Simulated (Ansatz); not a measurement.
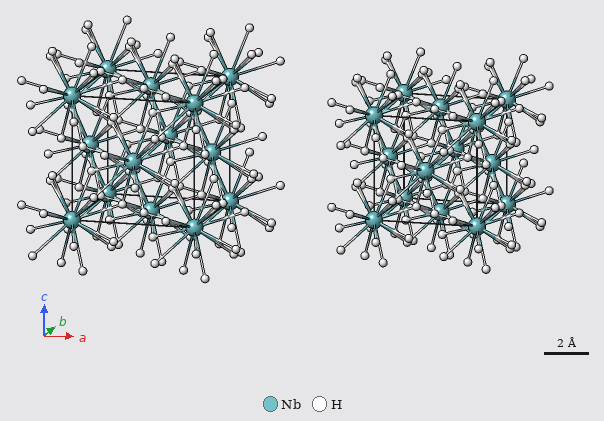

Two geometries of crystalline NbH$_{5}$ (a generated structure, set up in F-43m) (coarse preliminary run), drawn at one scale. One is the start of a relaxation, the other its converged end. The picture is a ball-and-stick view of the conventional cell (4 times the calculation's cell), seen slightly off an axis. Lengths and directions refer to the drawn axes.

All numbers below come from DFT PBE, scalar-relativistic, plane waves, PAW in Ansatz 0.2.0. Settings: plane-wave cutoff 420 eV; k-point mesh 6 × 6 × 6; occupations gaussian; smearing width 0.1 eV; no spin polarisation; cell and atoms relaxed; force threshold 0.04 eV/Å; at most 70 steps.

> Which one is relaxed?

The right one is the relaxed one. After 5 accepted moves (6 points after the start) the energy has fallen by 536 meV per atom. The largest force component goes from 0.18 to 0.0014 eV/Å. The pressure goes from −32.12 to −0.16 GPa. At 1 point the geometry stayed and the basis and grid were re-selected for the new cell (energy shift of 1.6 meV per atom at most each time). The largest moves relative to the cell, 0.014 Å, are those of H atoms. Nb stays in place. Cell: a = b = c 5.914 → 4.976 Å (−15.9 %). Volume −40.4 %. Among the contacts that change: H–Nb 2.561 → 2.155 Å, H–Nb 2.453 → 2.062 Å. The space group stays F-43m (No. 216).
